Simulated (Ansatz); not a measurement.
## Si2H6O3: geometry relaxation (part 2 of 2)

The same run, continued: Si2H6O3; RHF/def2-SVP (Ansatz 0.2.0). 

Geometry of the input (Å):
```
O  -0.8467  1.9173  0.6748
Si 0.6663  1.3663  0.1699
Si 0.2995  -0.9638  -0.0052
O  0.4124  -1.6286  -1.5467
O  -1.2996  -0.8887  0.5760
H  -1.4253  1.1380  0.8265
H  1.7557  1.7180  1.1512
H  1.0476  1.9803  -1.1545
H  1.1084  -1.9168  0.8281
H  0.0978  -1.0476  -2.2619
H  -1.7507  -1.7315  0.7625
```

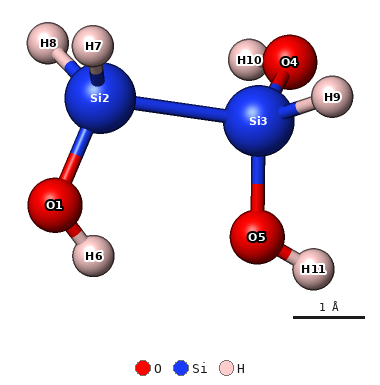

*The geometry at step 20 of the log (ball-and-stick view, seen at a tilt; atoms are numbered from 1 in the order of the input).*

```
mean field -21924.45463855 eV, -805.7088470378 hartree, gradient 1.2e-5 eV, S^2 0.000000; 1 other end points of the search recorded, 0 dependent functions left out
the calculation of the forces begins
reference -21924.45463855 eV, -805.7088470378 hartree; 29, 29 occupied and 79, 79 virtual orbitals, 1094 factors
Total energy: -21924.45463855 eV, -805.7088470378 hartree
Atom 0 at    -0.602371     1.976535     1.082790 Å, force     0.000612    -0.001465    -0.001411 eV/Å
Atom 1 at     0.620899     1.356504     0.152466 Å, force    -0.001065    -0.001090     0.001154 eV/Å
Atom 2 at     0.236959    -0.971672     0.024578 Å, force     0.001000    -0.000709     0.000236 eV/Å
Atom 3 at     0.621382    -1.647851    -1.431918 Å, force    -0.000258    -0.000060     0.000109 eV/Å
Atom 4 at    -1.398440    -1.015745     0.318378 Å, force    -0.001704     0.001300     0.000421 eV/Å
Atom 5 at    -1.405239     1.477116     1.117146 Å, force    -0.001255     0.001140     0.001296 eV/Å
Atom 6 at     1.914409     1.706907     0.776444 Å, force     0.000986     0.000544     0.000489 eV/Å
Atom 7 at     0.611708     1.936497    -1.216615 Å, force     0.000267     0.000605    -0.001259 eV/Å
Atom 8 at     0.951166    -1.803626     1.012883 Å, force     0.000058     0.000124    -0.000043 eV/Å
Atom 9 at     0.359367    -1.228934    -2.236477 Å, force    -0.000030    -0.000070    -0.000514 eV/Å
Atom 10 at    -1.844540    -1.842831     0.420924 Å, force     0.001388    -0.000319    -0.000478 eV/Å
Dipole moment:    -0.250669    -0.352966    -0.217825 e Å
```

Trajectory as extended XYZ (Å, eV, eV/Å), 10 of the 35 frames kept, from step=1 to step=35
```
11
Properties=species:S:1:pos:R:3:forces:R:3 step=1 energy=-21924.24374
O    -0.8467    1.9173    0.6748    0.0676  -1.7927  -0.0704
Si    0.6663    1.3663    0.1699   -0.1891   0.7359   0.0830
Si    0.2995   -0.9638   -0.0052   -0.3632  -0.6786  -0.1496
O     0.4124   -1.6286   -1.5467   -0.7281   1.5724  -0.2143
O    -1.2996   -0.8887    0.5760    0.2262  -1.7380  -0.1061
H    -1.4253    1.1380    0.8265    0.7582   1.5098  -0.1740
H     1.7557    1.7180    1.1512   -0.4115  -0.1303  -0.3059
H     1.0476    1.9803   -1.1545   -0.1522  -0.1969   0.4357
H     1.1084   -1.9168    0.8281   -0.3247   0.4099  -0.2169
H     0.0978   -1.0476   -2.2619    0.5085  -1.0509   1.0043
H    -1.7507   -1.7315    0.7625    0.6084   1.3594  -0.2859
11
Properties=species:S:1:pos:R:3:forces:R:3 step=5 energy=-21924.45012
O    -0.7822    1.9975    0.6848   -0.0091  -0.0949  -0.0007
Si    0.6621    1.3601    0.1735   -0.1079   0.0023   0.0359
Si    0.2830   -0.9727    0.0060   -0.0560  -0.0008  -0.0319
O     0.4242   -1.5933   -1.5190   -0.0440   0.0948  -0.0269
O    -1.2908   -1.0284    0.5452    0.0029  -0.0436   0.0099
H    -1.4707    1.3770    0.8872    0.1029   0.0705  -0.0306
H     1.7453    1.6763    1.1315    0.0156   0.0020   0.0179
H     1.0395    1.9480   -1.1329    0.0020   0.0041  -0.0213
H     1.1400   -1.8424    0.8327    0.0103  -0.0102   0.0180
H     0.0504   -1.1236   -2.2497    0.0433  -0.0672   0.0410
H    -1.7354   -1.8556    0.6614    0.0400   0.0431  -0.0112
11
Properties=species:S:1:pos:R:3:forces:R:3 step=9 energy=-21924.45112
O    -0.7784    2.0052    0.6897    0.0004   0.0011   0.0014
Si    0.6581    1.3604    0.1741   -0.0015  -0.0003  -0.0006
Si    0.2760   -0.9701    0.0050   -0.0006   0.0014  -0.0001
O     0.4264   -1.5889   -1.5181   -0.0009  -0.0008   0.0006
O    -1.2961   -1.0339    0.5441    0.0023  -0.0028  -0.0021
H    -1.4672    1.3893    0.8950    0.0005  -0.0004  -0.0005
H     1.7473    1.6706    1.1292    0.0007   0.0005   0.0006
H     1.0342    1.9465   -1.1349   -0.0001  -0.0004  -0.0001
H     1.1346   -1.8371    0.8351   -0.0007   0.0004  -0.0004
H     0.0606   -1.1335   -2.2599    0.0005   0.0000   0.0007
H    -1.7303   -1.8655    0.6614   -0.0006   0.0014   0.0006
11
Properties=species:S:1:pos:R:3:forces:R:3 step=12 energy=-21924.45114
O    -0.7755    2.0048    0.7005    0.0021  -0.0045   0.0009
Si    0.6570    1.3606    0.1733    0.0006   0.0013   0.0025
Si    0.2747   -0.9701    0.0046   -0.0003   0.0082  -0.0021
O     0.4317   -1.5905   -1.5169    0.0024  -0.0049  -0.0002
O    -1.2996   -1.0327    0.5372   -0.0015   0.0003   0.0032
H    -1.4656    1.3884    0.9001   -0.0009   0.0022  -0.0004
H     1.7528    1.6704    1.1211   -0.0010   0.0004  -0.0007
H     1.0245    1.9476   -1.1378   -0.0004  -0.0009  -0.0020
H     1.1295   -1.8357    0.8398    0.0001  -0.0025   0.0007
H     0.0696   -1.1363   -2.2611   -0.0010   0.0018  -0.0002
H    -1.7336   -1.8635    0.6598   -0.0002  -0.0015  -0.0019
11
Properties=species:S:1:pos:R:3:forces:R:3 step=16 energy=-21924.45187
O    -0.7315    1.9955    0.8291   -0.0306  -0.0295  -0.0033
Si    0.6492    1.3605    0.1690   -0.0074   0.0010   0.0004
Si    0.2640   -0.9701    0.0126   -0.0001  -0.0010   0.0009
O     0.4859   -1.6059   -1.4951   -0.0103   0.0127   0.0028
O    -1.3321   -1.0222    0.4790    0.0137  -0.0195  -0.0112
H    -1.4588    1.3998    0.9471    0.0533   0.0286  -0.0073
H     1.8141    1.6868    1.0226   -0.0040  -0.0020  -0.0076
H     0.9064    1.9393   -1.1745   -0.0098  -0.0008   0.0166
H     1.0782   -1.8318    0.8920   -0.0055   0.0054  -0.0001
H     0.1580   -1.1560   -2.2578    0.0050  -0.0064   0.0100
H    -1.7681   -1.8529    0.5966   -0.0042   0.0115  -0.0011
11
Properties=species:S:1:pos:R:3:forces:R:3 step=20 energy=-21924.45230
O    -0.7211    1.9957    0.8566   -0.0034  -0.0384  -0.0053
Si    0.6453    1.3612    0.1662    0.0079   0.0187   0.0001
Si    0.2626   -0.9695    0.0156   -0.0142  -0.0100   0.0017
O     0.5014   -1.6118   -1.4865   -0.0042   0.0105  -0.0036
O    -1.3391   -1.0193    0.4622    0.0066  -0.0112  -0.0078
H    -1.4483    1.4002    0.9726    0.0197   0.0229  -0.0024
H     1.8283    1.6886    0.9947   -0.0102   0.0024  -0.0121
H     0.8717    1.9402   -1.1832   -0.0047  -0.0066   0.0205
H     1.0657   -1.8279    0.9087   -0.0038   0.0097  -0.0031
H     0.1801   -1.1663   -2.2546    0.0054  -0.0057   0.0099
H    -1.7813   -1.8483    0.5683    0.0008   0.0077   0.0021
11
Properties=species:S:1:pos:R:3:forces:R:3 step=24 energy=-21924.45351
O    -0.6742    1.9852    0.9597    0.0320  -0.0388  -0.0168
Si    0.6374    1.3610    0.1602   -0.0175   0.0399   0.0103
Si    0.2507   -0.9683    0.0197   -0.0115  -0.0235   0.0028
O     0.5518   -1.6298   -1.4626    0.0022   0.0106  -0.0006
O    -1.3679   -1.0133    0.4002    0.0185   0.0115  -0.0059
H    -1.4259    1.4146    1.0319   -0.0184   0.0163   0.0099
H     1.8727    1.7017    0.9001   -0.0066  -0.0081  -0.0040
H     0.7598    1.9434   -1.2013    0.0007  -0.0085  -0.0007
H     1.0149   -1.8146    0.9568    0.0002   0.0016   0.0025
H     0.2586   -1.1962   -2.2484    0.0010  -0.0013   0.0007
H    -1.8128   -1.8409    0.5043   -0.0006   0.0002   0.0018
11
Properties=species:S:1:pos:R:3:forces:R:3 step=27 energy=-21924.45230 accepted=F
O    -0.5840    1.9731    1.1215   -0.0434  -0.1615  -0.1204
Si    0.6171    1.3555    0.1506   -0.0498   0.0790   0.0469
Si    0.2331   -0.9731    0.0258   -0.0190  -0.0418  -0.0408
O     0.6440   -1.6511   -1.4255   -0.0296   0.0414   0.0435
O    -1.4084   -1.0169    0.2926    0.0590   0.0240  -0.0034
H    -1.4030    1.4924    1.1407    0.1981   0.1071  -0.0066
H     1.9308    1.7109    0.7416   -0.1081  -0.0180  -0.0424
H     0.5691    1.9316   -1.2263   -0.0023  -0.0242   0.1196
H     0.9321   -1.8037    1.0289   -0.0219   0.0227  -0.0298
H     0.3925   -1.2354   -2.2358    0.0064  -0.0132   0.0403
H    -1.8580   -1.8403    0.4064    0.0106  -0.0156  -0.0069
11
Properties=species:S:1:pos:R:3:forces:R:3 step=31 energy=-21924.45454 accepted=F
O    -0.6095    1.9748    1.0725   -0.0151  -0.0196  -0.0129
Si    0.6236    1.3577    0.1522   -0.0088   0.0002   0.0156
Si    0.2382   -0.9707    0.0254    0.0070  -0.0041  -0.0151
O     0.6151   -1.6448   -1.4342   -0.0050  -0.0009  -0.0030
O    -1.3959   -1.0149    0.3270    0.0019   0.0046   0.0003
H    -1.4076    1.4666    1.1054    0.0261   0.0221   0.0032
H     1.9124    1.7060    0.7887   -0.0113   0.0020  -0.0086
H     0.6260    1.9392   -1.2169    0.0013  -0.0060   0.0140
H     0.9579   -1.8042    1.0085   -0.0034   0.0033  -0.0003
H     0.3481   -1.2253   -2.2369    0.0026  -0.0026   0.0067
H    -1.8429   -1.8416    0.4289    0.0047   0.0009   0.0001
11
Properties=species:S:1:pos:R:3:forces:R:3 step=35 energy=-21924.45464
O    -0.6024    1.9765    1.0828    0.0006  -0.0015  -0.0014
Si    0.6209    1.3565    0.1525   -0.0011  -0.0011   0.0012
Si    0.2370   -0.9717    0.0246    0.0010  -0.0007   0.0002
O     0.6214   -1.6479   -1.4319   -0.0003  -0.0001   0.0001
O    -1.3984   -1.0157    0.3184   -0.0017   0.0013   0.0004
H    -1.4052    1.4771    1.1171   -0.0013   0.0011   0.0013
H     1.9144    1.7069    0.7764    0.0010   0.0005   0.0005
H     0.6117    1.9365   -1.2166    0.0003   0.0006  -0.0013
H     0.9512   -1.8036    1.0129    0.0001   0.0001   0.0000
H     0.3594   -1.2289   -2.2365    0.0000  -0.0001  -0.0005
H    -1.8445   -1.8428    0.4209    0.0014  -0.0003  -0.0005
```

Results in brief

| quantity | value |
| --- | --- |
| outcome | converged |
| total energy | −21924.4546 eV |
| mean-field energy | −21924.4546 eV |
| largest force (length of the vector) at the end | 0.002 eV/Å |
| hardware | 1 thread of Intel Xeon @ 2.50GHz (Skylake/Cascade Lake), 189 GiB of memory available, shared host |
| wall time | 3.5 min |
| peak memory | 0.23 GiB |
